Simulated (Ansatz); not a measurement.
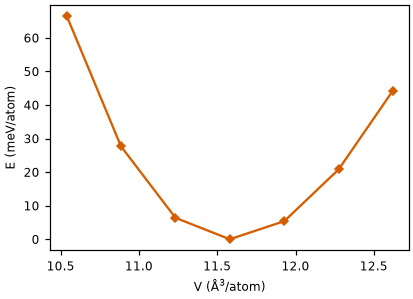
Fig. 1. GaCo (CsCl type, space group No. 221) under volume change, r²SCAN (plane waves, PAW; program Ansatz), scaled uniformly.

Task: What does a third-order Birch–Murnaghan fit give for V₀, B₀ and B′?

Result: V₀ = 11.58 Å³/atom, B₀ = 184 GPa, B′ = 5.4.

Space group Pm-3m (CsCl type). Symmetry was held in the r²SCAN relaxation. Spin order of the final state: ferromagnetic, the only order run, not a proven ground state. The cell computed holds one magnetic atom, so no antiferromagnetic order was within reach. Other orbital occupations within this spin state were not tried.

Potentials: the later of the program's two PAW sets.
